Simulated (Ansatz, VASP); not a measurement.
# AlIn: VASP beside Ansatz, part 2 of 2

Wanted: the spread between two codes on one cell, functional and k mesh. The cell is invented: As first built, before any earlier steps moved the atoms (in the runner's words): it takes the Al structure with some of its atoms replaced by other elements, volume scaled by an estimate. It may not be a known or stable phase. The cell is taken from a series of VASP runs on this material, whose earlier steps may have relaxed, scaled or displaced it; both programs get it as it stands. Valence electrons are named where the data sets of a main pair hold unlike numbers.

VASP 6.6.1 and Ansatz 0.2.0.

So far. Step 2 (VASP: band structure, PBE with D3(BJ)): The run ends at a pressure of 0.04 GPa.

## Step 5: VASP: single point, PBE with D3(BJ)

Level of this step: PBE with D3(BJ); plane waves and PAW (In_d, Al); invented cell (VASP).

A single point gives forces, pressure and levels at one fixed geometry, so differences don't come from the geometry; what else differs is listed under the comparison.

Input file INCAR:

```
SYSTEM = AlIn
PREC = Accurate
ENCUT = 400
EDIFF = 1E-06
NELM = 100
ISMEAR = -5
SIGMA = 0.2
LREAL = .FALSE.
ALGO = Normal
GGA = PE
IVDW = 12
NBANDS = 20
LORBIT = 11
LWAVE = .FALSE.
LCHARG = .FALSE.
NEDOS = 2001
```

Input file POSCAR:

```
AlIn
1.0
    1.5700117919      0.9064465109      4.9610481881
   -1.5700117919      0.9064465109      4.9610481881
    0.0000000000     -1.8128930218      4.9610481881
In Al
1 1
Direct
    0.5000000000      0.5000000000      0.5000000000
    0.0000000000      0.0000000000      0.0000000000
```

Input file KPOINTS:

```
Automatic mesh
0
Gamma
11 11 11
0 0 0
```

PAW data sets: In_d and Al (PBE family, release 64).

Run with:

```bash
$ mpirun -np 1 vasp_std
```

Numbers of over 12 decimals in the logs are rounded to 6 here.

Output:

```text
[... set-up lines as in an earlier step ...]
 entering main loop
       N       E                     dE             d eps       ncg     rms          rms(c)
DAV:   1     0.952203390729E+02    0.95220E+02   -0.55897E+03  6108   0.746E+02
DAV:   2     0.392311699224E+00   -0.94828E+02   -0.87330E+02  6160   0.229E+02
DAV:   3    -0.583732097912E+01   -0.62296E+01   -0.61584E+01  7140   0.542E+01
DAV:   4    -0.598696809416E+01   -0.14965E+00   -0.14950E+00  7100   0.784E+00
[...]
DAV:   9    -0.591373213485E+01    0.28608E-03   -0.21600E-04  6520   0.985E-02    0.353E-02
DAV:  10    -0.591373490850E+01   -0.27736E-05   -0.12419E-05  8168   0.237E-02    0.154E-02
DAV:  11    -0.591373558092E+01   -0.67242E-06   -0.10112E-06  4540   0.103E-02
   1 F= -.65857173E+01 E0= -.65857173E+01  d E =0.000000E+00
 -----------------------------------------------------------------------------
|                                                                             |
|           W    W    AA    RRRRR   N    N  II  N    N   GGGG   !!!           |
|           W    W   A  A   R    R  NN   N  II  NN   N  G    G  !!!           |
|           W    W  A    A  R    R  N N  N  II  N N  N  G       !!!           |
|           W WW W  AAAAAA  RRRRR   N  N N  II  N  N N  G  GGG   !            |
|           WW  WW  A    A  R   R   N   NN  II  N   NN  G    G                |
|           W    W  A    A  R    R  N    N  II  N    N   GGGG   !!!           |
|                                                                             |
|     Tetrahedron method does not include variations of the Fermi             |
|     occupations, so forces and stress will be inaccurate. We suggest        |
|     using a different smearing scheme ISMEAR = 1 or 2 for metals in         |
|     relaxations.                                                            |
|                                                                             |
 -----------------------------------------------------------------------------
```

OUTCAR, selected parts (step 5):

```text
 Edisp (eV)   -0.67198

  Total       0.03514     0.03514    -0.00525     0.00000    -0.00000    -0.00000
  in kB       1.32902     1.32902    -0.19863     0.00000    -0.00000    -0.00000
  external pressure =        0.82 kB  Pullay stress =        0.00 kB

 POSITION                                       TOTAL-FORCE (eV/Angst)
 -----------------------------------------------------------------------------------
      0.00000      0.00000      7.44157        -0.000000      0.000000     -0.000000
      0.00000      0.00000      0.00000         0.000000      0.000000      0.000000
 -----------------------------------------------------------------------------------
    total drift:                                0.000000     -0.000000      0.000000

  FREE ENERGIE OF THE ION-ELECTRON SYSTEM (eV)
  ---------------------------------------------------
  free  energy   TOTEN  =        -6.5857172662 eV

  energy  without entropy=       -6.5857172662  energy(sigma->0) =       -6.58571727

[... 1 part as in an earlier step ...]

[... 2 further parts left out ...]
[key lines of the parts left out:]
E-fermi :   8.0098
```

The run ends at a pressure of 0.08 GPa.

## Step 6: Ansatz: single point, PBE with D3(BJ)

The same cell, functional, mesh and smearing now go to Ansatz, which takes its cutoff from its data sets.

The cell is taken from a series of VASP runs on this material, whose earlier steps may have relaxed, scaled or displaced it; both programs get it as it stands.

Input file input.yaml:

```yaml
crystal:
  lattice:
    - [1.5700117919, 0.9064465109, 4.9610481881]
    - [-1.5700117919, 0.9064465109, 4.9610481881]
    - [0.0, -1.8128930218, 4.9610481881]
  atoms:
    - { symbol: In, position: [0.5, 0.5, 0.5] }
    - { symbol: Al, position: [0.0, 0.0, 0.0] }
hamiltonian:
  xc: pbe
  pseudopotentials: { kind: paw }
  dispersion: d3bj
kpoints:
  mp_grid: { grid: [11, 11, 11] }
scf:
  occupations: { method: tetrahedron }
output:
  forces: true
  stress: true
```

Run with:

```bash
$ ansatz run input.yaml --threads 2 --pin off --max-ram 4608MiB --backend cpu --events-out ev --progress --plain --runs-dir out
```

Output:

```text
Warning: output.forces, output.stress, relax.cell or npt_langevin: where a Kohn–Sham band that disperses or a degenerate level is filled in part under the method tetrahedron, the forces or the stress that this run publishes need not agree with its energy (scf.occupations.method in the input reference, under Limitations); prefer a smearing scheme for the forces or the stress
[...]
--- Band table (eV; the first three rows and the last of 146) ---
  k-point 0: bands = [... 4 lower, -4.9005, -0.8037, 5.6983, 5.7473, 18.3208, 18.3208, 20.3149, 20.3149]
  k-point 1: bands = [... 4 lower, -4.9059, -0.6229, 5.5167, 6.2852, 16.4548, 17.6327, 19.2202, 19.4025]
  k-point 2: bands = [... 4 lower, -4.9204, -0.0752, 5.6657, 7.1970, 13.6036, 16.4928, 16.6711, 18.2956]
  k-point 145: bands = [... 4 lower, -4.9049, 0.6352, 1.4222, 13.1315, 13.9646, 16.2943, 17.3610, 18.7704]
[key lines of the parts left out:]
SCF converged after 6 iterations
Free energy (F): -6135.628593 eV
Fermi energy:    9.668158 eV
P = ⅓ Tr σ = 0.1279 GPa (1.279 kbar)
```

Run time: 2.5 s. Hardware: 2 threads of Arm Neoverse V1, shared host; peak memory 0.35 GiB; 4.6 s of CPU time.

The run ends at a pressure of 0.13 GPa.

## Step 7: Comparison

The two programs side by side:

| quantity | Ansatz | VASP | difference |
| --- | --- | --- | --- |
| pressure (GPa) | 0.13 | 0.08 | +0.05 |

Ansatz's pressure holds a Pulay correction of 0.05 GPa; VASP's holds none.

## Step 8: VASP: band structure, PBE with D3(BJ), spin-orbit coupling

With cell and atoms fixed, the geometry can't cause a difference; cores, projectors, grids and the points listed under the comparison can.

Input file INCAR:

```
SYSTEM = AlIn
PREC = Accurate
ENCUT = 400
EDIFF = 1E-06
NELM = 100
ISMEAR = 1
SIGMA = 0.2
LREAL = .FALSE.
ALGO = Normal
GGA = PE
IVDW = 12
LNONCOLLINEAR = .TRUE.
MAGMOM = 0 0 0 0 0 0
NBANDS = 28
GGA_COMPAT = .FALSE.
LASPH = .TRUE.
LSORBIT = .TRUE.
LORBIT = 11
LWAVE = .FALSE.
LCHARG = .FALSE.
```

POSCAR is that of step 5.

Input file KPOINTS:

```
Automatic mesh
0
Gamma
6 6 6
0 0 0
```

Input file KPOINTS_OPT:

```
Line mode
16
Line-mode
Reciprocal
  0.00000000   0.00000000   0.00000000 GAMMA
  0.50000000   0.00000000   0.00000000 L

  0.50000000   0.00000000   0.00000000 L
  0.50000000   0.18892262  -0.18892262 B1

  0.81107738   0.50000000   0.18892262 B
  0.50000000   0.50000000   0.50000000 Z

  0.50000000   0.50000000   0.50000000 Z
  0.00000000   0.00000000   0.00000000 GAMMA

  0.00000000   0.00000000   0.00000000 GAMMA
  0.34446131   0.00000000  -0.34446131 X

  0.65553869   0.34446131   0.00000000 Q
  0.50000000   0.50000000   0.00000000 F

  0.50000000   0.50000000   0.00000000 F
  0.65553869   0.65553869   0.18892262 P1

  0.65553869   0.65553869   0.18892262 P1
  0.50000000   0.50000000   0.50000000 Z

  0.50000000   0.00000000   0.00000000 L
  0.81107738   0.34446131   0.34446131 P
```

Run with:

```bash
$ mpirun -np 1 vasp_ncl
```

Output:

```text
[... set-up lines as in an earlier step ...]
 entering main loop
       N       E                     dE             d eps       ncg     rms          rms(c)
DAV:   1     0.115303468136E+03    0.11530E+03   -0.59396E+03  1816   0.110E+03
DAV:   2     0.338329216084E+01   -0.11192E+03   -0.10645E+03  1824   0.303E+02
DAV:   3    -0.574338908894E+01   -0.91267E+01   -0.89419E+01  2184   0.977E+01
DAV:   4    -0.605377256705E+01   -0.31038E+00   -0.30981E+00  2288   0.180E+01
[...]
DAV:  10    -0.599662817400E+01    0.79870E-04   -0.81766E-05  2520   0.118E-01    0.284E-02
DAV:  11    -0.599662924789E+01   -0.10739E-05   -0.61424E-06  2468   0.317E-02    0.120E-02
DAV:  12    -0.599662950552E+01   -0.25763E-06   -0.30166E-07  1184   0.580E-03
   1 F= -.66686112E+01 E0= -.66677262E+01  d E =-.265503E-02  mag=     0.0000     0.0000    -0.0000
 Start KPOINTS_OPT (optional k-point list driver)
k-point batch [1-32\144]
       N       E                     dE             ncg
DAV:   1     0.257039754189E+04   -0.10402E+05     1800
DAV:   2    -0.107032525331E+04   -0.36407E+04     1844
DAV:   3    -0.135928312899E+04   -0.28896E+03     2096
DAV:   4    -0.136961321328E+04   -0.10330E+02     2348
DAV:   5    -0.137019631465E+04   -0.58310E+00     2652
DAV:   6    -0.137020177821E+04   -0.54636E-02     2308
DAV:   7    -0.137020204287E+04   -0.26465E-03     2608
DAV:   8    -0.137020204724E+04   -0.43713E-05     2008
DAV:   9    -0.137020204747E+04   -0.23101E-06     1252
[...]
k-point batch [129-144\144]
       N       E                     dE             ncg
DAV:   1     0.603695805781E+04   -0.73657E+04      900
DAV:   2     0.422824577827E+04   -0.18087E+04      912
DAV:   3     0.407607532948E+04   -0.15217E+03     1056
DAV:   4     0.407092211272E+04   -0.51532E+01     1164
DAV:   5     0.407059245496E+04   -0.32966E+00     1308
DAV:   6     0.407058966245E+04   -0.27925E-02     1112
DAV:   7     0.407058953533E+04   -0.12713E-03     1276
DAV:   8     0.407058953325E+04   -0.20761E-05     1004
DAV:   9     0.407058953315E+04   -0.10493E-06      624
```

OUTCAR, selected parts (step 8):

```text
 Edisp (eV)   -0.67198

  Total      -0.21801    -0.21801     0.38884     0.00000    -0.00000    -0.00000
  in kB      -8.24567    -8.24567    14.70670     0.00000    -0.00000    -0.00000
  external pressure =       -0.59 kB  Pullay stress =        0.00 kB

 POSITION                                       TOTAL-FORCE (eV/Angst)
 -----------------------------------------------------------------------------------
      0.00000      0.00000      7.44157         0.000000     -0.000000     -0.000000
      0.00000      0.00000      0.00000         0.000000      0.000000      0.000000
 -----------------------------------------------------------------------------------
    total drift:                               -0.000000     -0.000000      0.000000

  FREE ENERGIE OF THE ION-ELECTRON SYSTEM (eV)
  ---------------------------------------------------
  free  energy   TOTEN  =        -6.6686111908 eV

  energy  without entropy=       -6.6659561616  energy(sigma->0) =       -6.66772618

 magnetization (x)
# of ion       s       p       d       tot
------------------------------------------
    1        0.000   0.000   0.000   0.000
    2       -0.000  -0.000   0.000  -0.000
--------------------------------------------------
tot         -0.000  -0.000   0.000  -0.000

 magnetization (y)
# of ion       s       p       d       tot
------------------------------------------
    1        0.000   0.000   0.000   0.000
    2        0.000   0.000   0.000   0.000
--------------------------------------------------
tot          0.000   0.000   0.000   0.000

 magnetization (z)
# of ion       s       p       d       tot
------------------------------------------
    1        0.000   0.000   0.000   0.000
    2        0.000   0.000   0.000   0.000
--------------------------------------------------
tot          0.000   0.000   0.000   0.000

[... 1 part as in an earlier step ...]

[... 2 further parts left out ...]
[key lines of the parts left out:]
E-fermi :   7.9544
```

The run ends at a pressure of -0.06 GPa.

## Step 9: Ansatz: band structure, PBE with D3(BJ), spin-orbit coupling

The same cell, functional, mesh and smearing now go to Ansatz, which takes its cutoff from its data sets.

The cell is taken from a series of VASP runs on this material, whose earlier steps may have relaxed, scaled or displaced it; both programs get it as it stands.

Input file input.yaml:

```yaml
crystal:
  lattice:
    - [1.5700117919, 0.9064465109, 4.9610481881]
    - [-1.5700117919, 0.9064465109, 4.9610481881]
    - [0.0, -1.8128930218, 4.9610481881]
  atoms:
    - { symbol: In, position: [0.5, 0.5, 0.5] }
    - { symbol: Al, position: [0.0, 0.0, 0.0] }
hamiltonian:
  xc: pbe
  pseudopotentials: { kind: paw_fr }
  dispersion: d3bj
magnetization:
  noncollinear: true
  spin_orbit: true
kpoints:
  mp_grid: { grid: [6, 6, 6] }
  band_path:
    path:
      - [0.0, 0.0, 0.0]
      - [0.13333, 0.0, 0.0]
      - [0.3, 0.0, 0.0]
      - [0.46667, 0.0, 0.0]
      - [0.5, 0.03778, -0.03778]
      - [0.5, 0.10076, -0.10076]
      - [0.5, 0.16373, -0.16373]
      - [0.7696, 0.5, 0.2304]
      - [0.66591, 0.5, 0.33409]
      - [0.56222, 0.5, 0.43778]
      - [0.46667, 0.46667, 0.46667]
      - [0.3, 0.3, 0.3]
      - [0.13333, 0.13333, 0.13333]
      - [0.0, 0.0, 0.0]
      - [0.11482, 0.0, -0.11482]
      - [0.20668, 0.0, -0.20668]
      - [0.3215, 0.0, -0.3215]
      - [0.62443, 0.37557, 0.0]
      - [0.57258, 0.42742, 0.0]
      - [0.52074, 0.47926, 0.0]
      - [0.52074, 0.52074, 0.02519]
      - [0.57258, 0.57258, 0.08816]
      - [0.62443, 0.62443, 0.15114]
      - [0.64517, 0.64517, 0.20966]
      - [0.59332, 0.59332, 0.31335]
      - [0.54148, 0.54148, 0.41705]
      - [0.5, 0.0, 0.0]
      - [0.60369, 0.11482, 0.11482]
      - [0.70738, 0.22964, 0.22964]
      - [0.81108, 0.34446, 0.34446]
    npoints: 1
scf:
  occupations: { method: methfessel_paxton, width: 0.2 }
  n_extra_bands: 14
output:
  forces: true
  stress: true
  eigenvalues: true
```

Run with:

```bash
$ ansatz run input.yaml --threads 2 --pin off --max-ram 4608MiB --backend cpu --events-out ev --progress --plain --runs-dir out
```

Output:

```text
[...]
non-collinear run that drives no moment, with spin-orbit: no starting moment large enough to seed its density (crystal.atoms[].spin), no starting occupations that ask for one, no magnetisation constraint and no magnetic field, so the semilocal B_xc is pinned to zero
Crystal: 2 atoms, lattice volume = 42.361 Å³
[...]
k-point 1: bands = [... 12 lower, 5.6131, 5.6131, 7.0170, 7.0170, 14.0725, 14.0725, 16.7819, 16.7819, ... 10 higher]
  k-point 2: bands = [... 12 lower, 6.6678, 6.6678, 8.8683, 8.8683, 9.6716, 9.6716, 12.4471, 12.4471, ... 10 higher]
  k-point 31: bands = [... 12 lower, 1.2183, 1.2183, 13.0252, 13.0252, 13.7613, 13.7613, 18.7256, 18.7256, ... 10 higher]
[key lines of the parts left out:]
SCF converged after 8 iterations
Magnetization: |M| = 0.0000 μB,  M = (+0.0000, +0.0000, +0.0000) μB
Free energy (F): -6137.598546 eV
Fermi energy:    9.612547 eV
P = ⅓ Tr σ = -0.0272 GPa (-0.272 kbar)
```

Run time: 8 s. Hardware: 2 threads; peak memory 0.42 GiB.

## Step 10: Differences

What differs besides the data sets and the points named for the pairs above, as far as they apply: spin-orbit coupling enters by fully relativistic files in Ansatz and inside the spheres in VASP. Total energies have different zeros and are not compared.

Both answers:

| quantity | Ansatz | VASP | difference |
| --- | --- | --- | --- |
| pressure (GPa) | -0.03 | -0.06 | +0.03 |

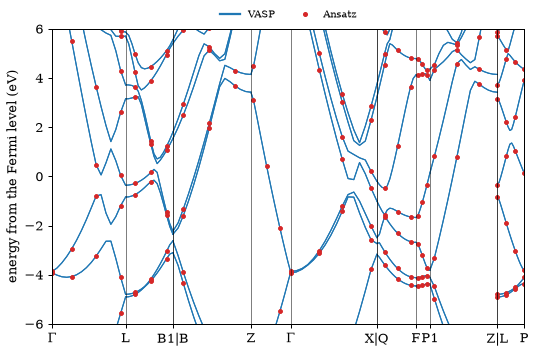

Bands from VASP (lines) and levels from Ansatz (dots). Dots without a line are higher empty bands that the VASP plot leaves out.

Levels from 3 eV below to 2 eV above the Fermi level differ by 2 meV r.m.s. and 5 meV at most; each VASP level is matched to the nearest of Ansatz, which flatters the figure a little. Ansatz's pressure holds a Pulay correction of 0.05 GPa; VASP's holds none.

## Step 11: Outcome

| Property | Result |
| --- | --- |
| r.m.s. difference of levels near the Fermi level (band structure, PBE with D3(BJ)) | 0.98 meV |
| difference in pressure (single point, PBE with D3(BJ)) | 0.046 GPa |
| r.m.s. difference of levels near the Fermi level (band structure, PBE with D3(BJ), spin-orbit coupling) | 1.7 meV |

The difference in pressure is 0.046 GPa (single point, PBE with D3(BJ)), within the 1 GPa picked in this series as the mark of a large difference. How closely two codes agree says nothing of how well the functional describes the real material.

[Lines on the potential files, build, host, timing and source positions are cut from VASP's logs without a mark.]

[Logs are printed without paths, hosts, clocks, repeated set-up lines and the standing remarks that a program may print on its own settings, such as how far it seeks lower states.]

[Hosts, paths, dates, database ids (printed as entryN), source tags and the programs' standing remarks are cut or masked in the printed files.]
